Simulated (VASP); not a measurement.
Band structure of Na (relaxed from the fcc structure, space group Fm-3m). Method: PBEsol GGA, VASP's PBE PAW potentials (set 64) (plane waves; VASP).

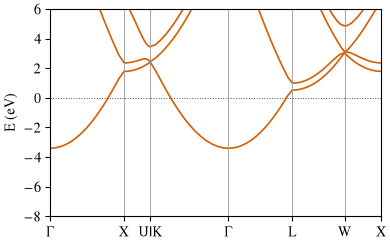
Figure. Bands along high-symmetry lines, zero at the valence-band maximum or, without a gap, the Fermi level

Read the plot: is there a gap, and where are the band edges?

It has no gap at this level: it comes out as a metal or semimetal. (Edges off the drawn lines would not show.)

The structure was generated: Na was put into the fcc type (Fm-3m), which need not be its known phase. It was relaxed first, which changed the volume by -7 %.
